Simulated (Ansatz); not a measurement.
## Electronic structure of C4H4F4 (SMILES FCC=CC(F)(F)F) in real space

The calculation's input:

```
crystal:
  periodic: [false, false, false]
  atoms:
    - {symbol: F, position_ang: [-0.062215, 1.789126, -0.640460]}
    - {symbol: C, position_ang: [1.134577, 1.175244, -0.393606]}
    - {symbol: C, position_ang: [1.015182, -0.218900, 0.100360]}
    - {symbol: C, position_ang: [-0.049874, -0.968968, 0.344828]}
    - {symbol: C, position_ang: [-1.495764, -0.601622, 0.183812]}
    - {symbol: F, position_ang: [-1.824854, -0.301584, -1.076660]}
    - {symbol: F, position_ang: [-1.866555, 0.425140, 0.955343]}
    - {symbol: F, position_ang: [-2.255667, -1.651278, 0.543581]}
    - {symbol: H, position_ang: [1.721667, 1.178878, -1.320917]}
    - {symbol: H, position_ang: [1.682559, 1.772843, 0.346154]}
    - {symbol: H, position_ang: [1.986207, -0.674554, 0.283377]}
    - {symbol: H, position_ang: [0.091638, -1.979526, 0.708088]}
basis:
  gaussian: {orbitals: def2-TZVPP}
hamiltonian: {xc: pbe0, dispersion: d4}
output: {orbitals: {seedname: orbitals}}
```

Command:

```sh
ansatz run in.yaml --threads 4 --pin off --events-out ev --progress --plain --max-ram 11315MiB
```

Geometry: PBE0-D4/def2-TZVP.

Level of theory: RKS PBE0-D4/def2-TZVPP in Ansatz.

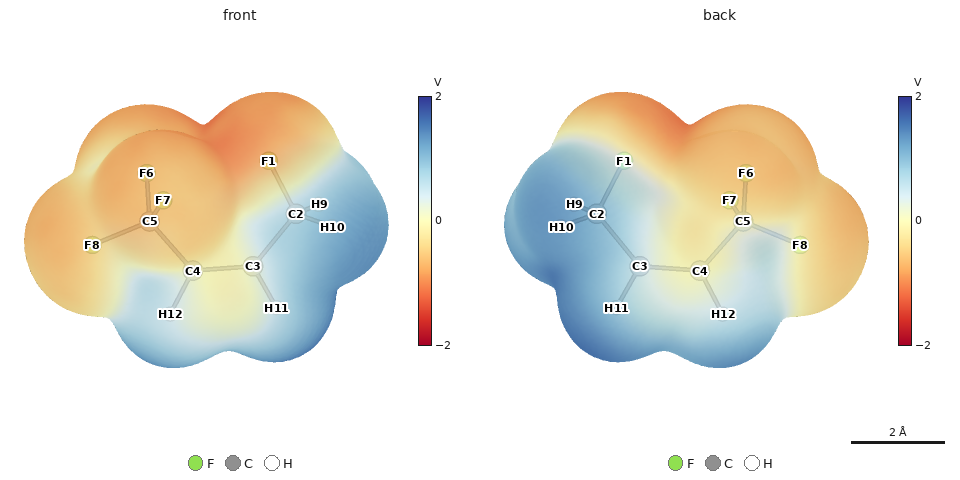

Figure 1. The molecular electrostatic potential painted on the density surface at 0.002 e/bohr³, seen from the front and from behind; red is negative and blue positive.

### Describe the electrostatic potential map.

The most negative region (about −1.1 V) lies over F1, F6 and F7, the most positive (about +1.6 V) over C2 and H11.

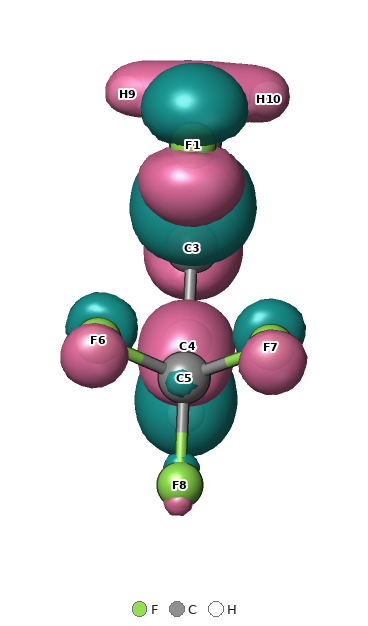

Figure 2. The HOMO−1 at ±0.15 Å⁻³ᐟ² (teal and pink are the two phases), seen at an oblique angle.

### Describe this orbital and give its energy.

It lies mainly on F1 (about 30 %), C3 (about 15 %), C2 (about 15 %) and C4 (about 10 %). Its energy is −10.05 eV.

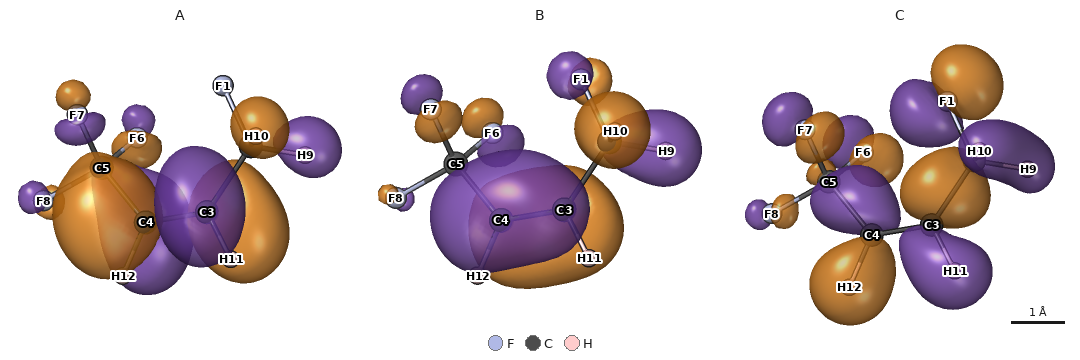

Figure 3. Three frontier orbitals at ±0.1 Å⁻³ᐟ² (orange and purple are the two phases), in no order.

### Order the three orbitals by energy and name them.

C is the HOMO−1 (−10.05 eV). By Hirshfeld shares it lies mainly on F1 (about 30 %), C3 (about 15 %), C2 (about 15 %) and C4 (about 10 %). B is the HOMO (−8.42 eV). Its weight (Hirshfeld) is mainly on C4 (about 40 %), C3 (about 30 %) and C2 (about 5 %); π-bonding across C4–C3. A is the LUMO (−0.85 eV). Its weight (Hirshfeld) is mainly on C3 (about 35 %), C4 (about 30 %) and C5 (about 10 %); π-antibonding (π*) across C3–C4.

### What is the HOMO–LUMO gap?

7.57 eV between the orbital energies.
